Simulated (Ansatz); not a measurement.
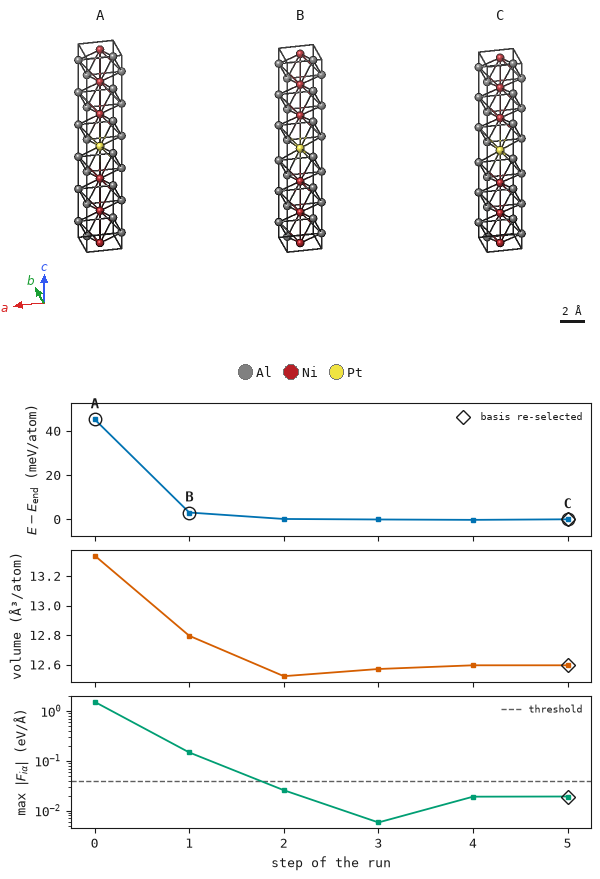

Frames of a relaxation of solid Al$_{6}$Ni$_{5}$Pt (a generated structure, set up in P4/mmm) (coarse preliminary run), marked on the history of the run. Style: ball-and-stick. Shown: the cell of the calculation, from a free direction.

Level of theory: DFT PBE, scalar-relativistic, plane waves, PAW in Ansatz. Set-up: plane-wave cutoff 420 eV; k-point mesh 6 × 6 × 1; occupations gaussian; smearing width 0.1 eV; collinear spin; cell and atoms relaxed; force threshold 0.04 eV/Å; at most 70 steps.

> Describe the path.

The largest moves relative to the cell, 0.19 Å, are those of Al atoms. Largest moves by element: Al 0.19 Å, Ni 0.14 Å. Pt stays in place. The drawn cell changes as follows: a = b 2.988 → 2.966 Å (−0.7 %), c 17.928 → 17.179 Å (−4.2 %); the volume changes by −5.6 %. Among the contacts that change: Ni–Ni 2.988 → 2.774 Å, Al–Al 2.988 → 2.781 Å, Ni–Ni 2.988 → 2.808 Å, Al–Ni 2.588 → 2.511 Å. The space group stays P4/mmm (No. 123). The energy falls by 45.3 meV per atom in 4 accepted moves (5 points after the start). Largest force component: 1.5 eV/Å at the start, 0.019 eV/Å at the end. The pressure goes from −6.75 to −0.11 GPa. At 1 point the geometry stayed and the basis and grid were re-selected for the new cell (energy shift of 0.3 meV per atom at most each time). The program noted that the starting moments weren't kept. The run took 88 s on 4 threads of Intel(R) Xeon(R) Processor @ 2.50GHz (Skylake/Cascade Lake) (shared host), peak memory 0.78 GiB. From step 0 to 1: Al atoms move most (0.17 Å), volume −4.1 %, energy −42.2 meV per atom. From step 1 to 5: Al atoms move most (0.03 Å), volume −1.6 %, energy −3.1 meV per atom.

| step | E − E(0), meV/atom | largest force component, eV/Å | pressure, GPa | volume, Å³/atom | note |
| --- | --- | --- | --- | --- | --- |
| 0 | 0.00 | 1.5306 | -6.75 | 13.339 |  |
| 1 | -42.19 | 0.1472 | -2.48 | 12.796 |  |
| 2 | -45.11 | 0.0256 | 0.83 | 12.522 |  |
| 3 | -45.34 | 0.0058 | 0.20 | 12.571 |  |
| 4 | -45.52 | 0.0190 | -0.10 | 12.596 |  |
| 5 | -45.26 | 0.0192 | -0.11 | 12.596 | same geometry, new basis |
